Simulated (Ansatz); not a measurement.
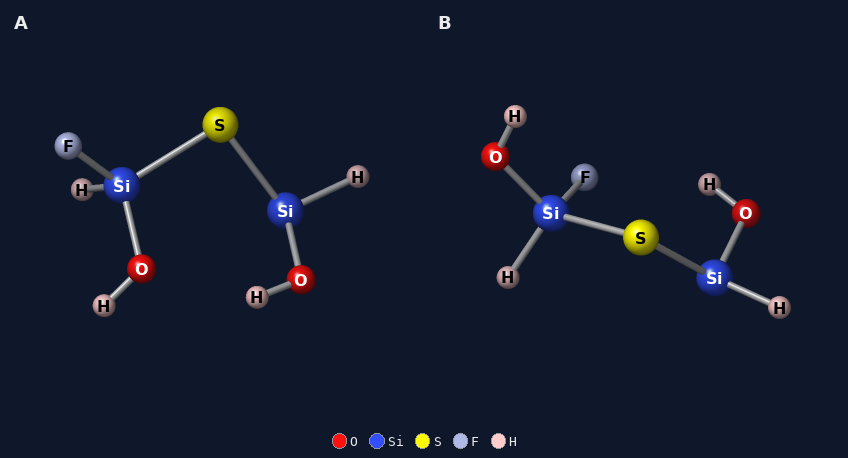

2 stationary structures of one formula. The species is neutral and a spin doublet. Geometries: PBE0-D4/def2-TZVP. Electronic energies: B2PLYP (frozen core)/def2-TZVPP (Ansatz 0.2.0), without zero-point energy. No frequency run is at hand to confirm each as a minimum.

Question: Are they conformers, stereoisomers or constitutional isomers?

Answer: They are conformers of FH4O2SSi2: `O[SiH]S[Si@@H](O)F`.

Question: Which structure is the most stable?

Answer: B is lowest; A lies 0.015 eV above it.
